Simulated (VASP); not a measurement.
Band structure of MoSe2 (space group P6_3/mmc). Level of theory: PBE GGA, VASP's PBE PAW potentials (set 64) (plane waves; VASP).

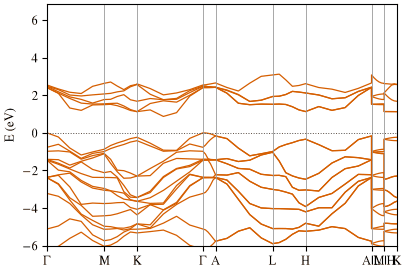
*Bands along high-symmetry lines, zero at the valence-band maximum or, without a gap, the Fermi level*

Question: Read the plot: is there a gap, and where are the band edges?

Answer: The gap is indirect, 0.87 eV, from the valence maximum at Γ to the conduction minimum at (0.20, 0.20, 0.00).

The structure is a typed MoSe2 crystal. The cell was not relaxed at this level. The k-mesh is coarse (spacing up to 0.48 per Å, 2π included), so the numbers may not be converged in it.
